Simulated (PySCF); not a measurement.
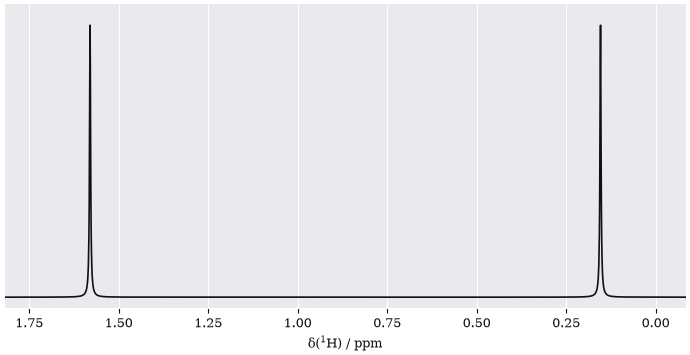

GIAO shifts, ωB97X-D/pcSseg-2, PySCF, at a PBE0-D3(BJ)/def2-SVP geometry (no frequency check), against TMS for ¹H computed at the same level. Gas phase, fully decoupled, line heights follow the number of nuclei, widths are arbitrary (no quadrupolar broadening); values of one conformer, averaged over nuclei that symmetry or rotation about single bonds exchange, these motions taken as fast. Protons on N, O or S are those of the isolated molecule, without hydrogen bonds to neighbours or exchange.

> Which structure fits the spectrum?
A. C₂H₃F₃S (2,2,2-trifluoroethanethiol), SMILES FC(F)(F)CS
B. CH₆O₃Si, SMILES C[Si](O)(O)O

Option B. Its ¹H signals: 1.58 (3 H), 0.15 (3 H) ppm.
